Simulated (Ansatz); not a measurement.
```yaml
atoms:
  - { symbol: Al, position_ang: [0.5312, 0.0154, 0.0861] }
  - { symbol: F, position_ang: [1.1745, 0.0487, 1.6379] }
  - { symbol: N, position_ang: [1.6825, 0.0601, -1.2528] }
  - { symbol: H, position_ang: [1.4446, 0.0459, -2.2388] }
  - { symbol: H, position_ang: [2.6901, 0.1028, -1.1403] }
  - { symbol: N, position_ang: [-1.2201, -0.0612, -0.0455] }
  - { symbol: H, position_ang: [-1.7847, -0.0862, 0.8035] }
  - { symbol: H, position_ang: [-1.7944, -0.0877, -0.8798] }
  - { symbol: N, position_ang: [-1.2772, -0.0427, 3.0241] }
  - { symbol: H, position_ang: [-0.6531, -0.7936, 3.3643] }
  - { symbol: H, position_ang: [-0.7936, 0.7986, 3.3814] }
```

The calculation used Ansatz 0.2.0, UKS B3LYP-D4/def2-SVP.

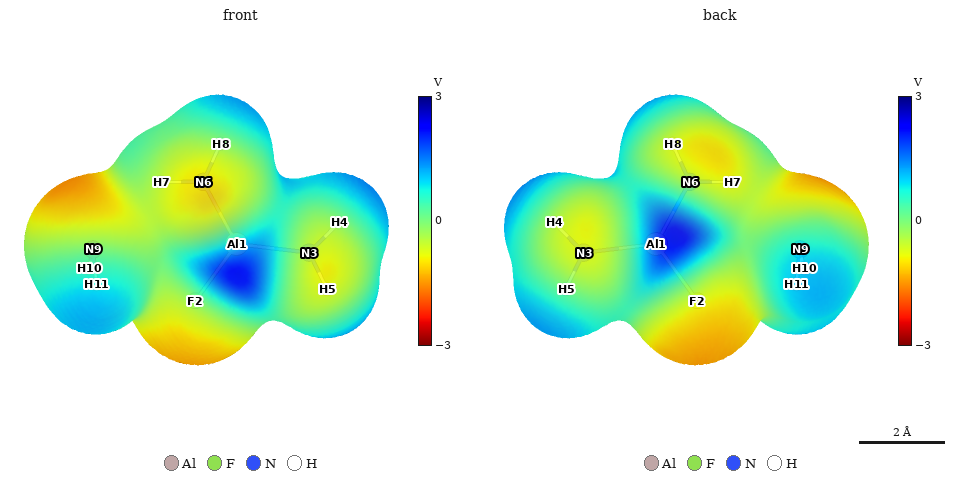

AlFH4N2···NH2 (doublet). The electrostatic potential painted on the density surface at 0.002 e/bohr³, seen from the front and from behind; red is negative and blue positive.

**Which sites attract a positive test charge, and which a negative one?**

A positive charge is drawn to the negative regions and a negative charge to the positive ones. The most negative region (about −1.5 V) lies over N9, the most positive (about +2.2 V) over Al1. N9 is the likeliest acceptor of a hydrogen bond.
